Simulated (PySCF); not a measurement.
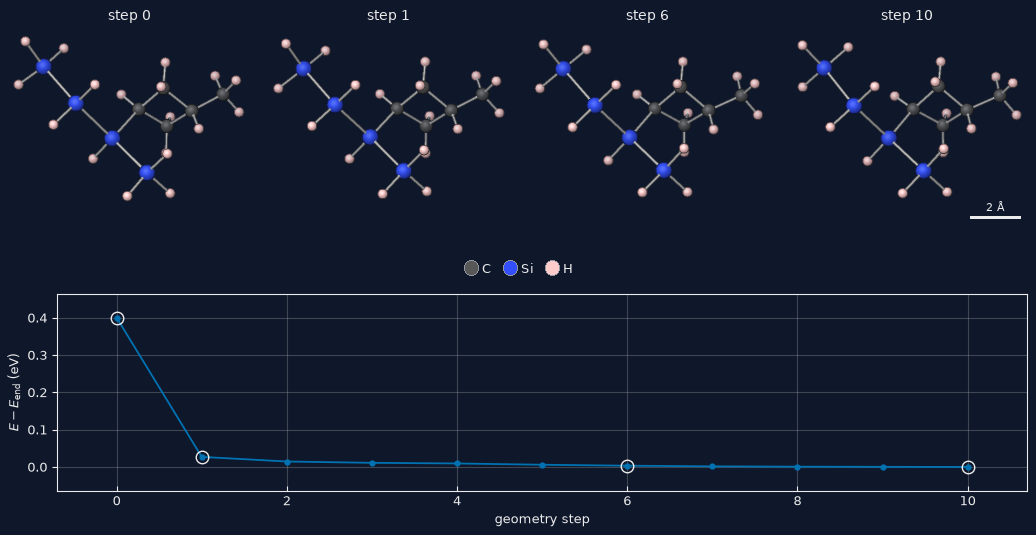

Frames of a relaxation of C₅H₁₈Si₄, marked on the history of the run. The picture is a ball-and-stick view, seen at a tilt.

The start comes from GFN2-xTB. Its atoms were then displaced at random by about 0.01 Å.

Method: PBE0-D3(BJ)/def2-SVP geometry optimisation, gas phase in PySCF 2.14.0, density-fitted response routines. 

**Describe the path.**

The energy falls by 0.400 eV in 10 geometry steps. The largest move after the best rigid fit is that of an H atom, 0.38 Å. Largest moves by element: H 0.38 Å, Si 0.16 Å, C 0.15 Å. Near-neighbour distances that change, for instance: C–Si 1.947 → 1.895 Å, C–C 1.500 → 1.548 Å, H–Si 1.457 → 1.496 Å, C–H 1.063 → 1.101 Å. Bond angles that change, for instance: Si–Si–Si 117.7° → 108.6°, Si–Si–Si 117.3° → 109.0°, C–Si–H 103.4° → 109.6°. The run took 12 min on 1 thread of Arm Neoverse N1 (shared host). From step 0 to 1: H atoms move most (0.17 Å), energy −0.373 eV. From step 1 to 6: H atoms move most (0.15 Å), energy −0.024 eV. From step 6 to 10: an H atom moves most (0.19 Å), energy −0.003 eV.
